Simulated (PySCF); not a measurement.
SMILES F, singlet at its PBE0/def2-SVP optimised geometry (Å):

```
2

F     -0.4601     0.0000     0.0000
H      0.4601     0.0000     0.0000
```

Calculation: PBE0/def2-TZVP (PySCF 2.14.0). Cells within 0.4 Å of a nucleus heavier than hydrogen are left out (blank, or x).

Map of the electrostatic potential (hartree/e), clipped to [-0.08, 0.12] on the plane z = 0.0 Å:

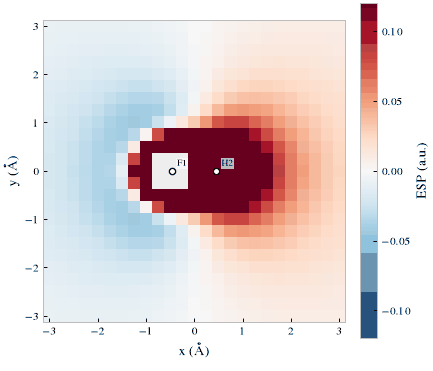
*Electrostatic potential (hartree/e), clipped to [-0.08, 0.12] on the plane z = 0.0 Å.*
